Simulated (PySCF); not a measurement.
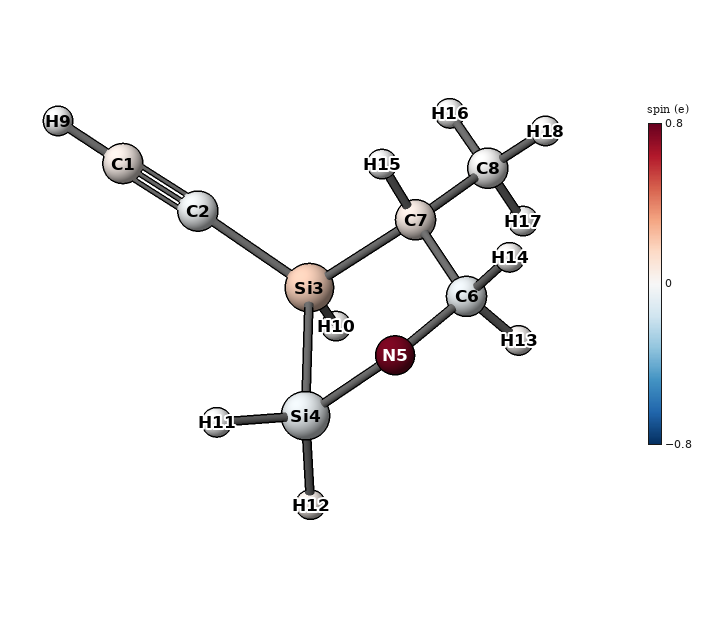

Atoms are coloured by their Mulliken spin populations. State: neutral, doublet. The geometry was computed by an optimisation with GFN2-xTB. No frequency run is at hand to confirm it as a minimum. Method: UKS B3LYP, pcH-1 on C H N Si, non-relativistic (PySCF 2.14.0).

Q: Which atom carries the largest spin population?

A: N5 (0.75 e).

Q: Which atom has the lowest spin population?

A: Si4, C6 (−0.05 e); a negative value comes from spin polarisation.

List the Mulliken spin populations.

```json
{"atom": "C1", "value (e)": "0.05"}
{"atom": "C2", "value (e)": "−0.03"}
{"atom": "Si3", "value (e)": "0.19"}
{"atom": "Si4", "value (e)": "−0.05"}
{"atom": "N5", "value (e)": "0.75"}
{"atom": "C6", "value (e)": "−0.05"}
{"atom": "C7", "value (e)": "0.06"}
{"atom": "C8", "value (e)": "0.00"}
{"atom": "H9", "value (e)": "0.00"}
{"atom": "H10", "value (e)": "0.01"}
{"atom": "H11", "value (e)": "0.00"}
{"atom": "H12", "value (e)": "0.04"}
{"atom": "H13", "value (e)": "0.02"}
{"atom": "H14", "value (e)": "0.01"}
{"atom": "H15", "value (e)": "0.00"}
{"atom": "H16", "value (e)": "0.00"}
{"atom": "H17", "value (e)": "0.00"}
{"atom": "H18", "value (e)": "0.00"}
```

Mulliken values depend strongly on the basis set. The geometry is semi-empirical. Around Si such bond lengths and angles can be off by a tenth of an ångström or more and by several degrees, and values that hang on the shape move with them.
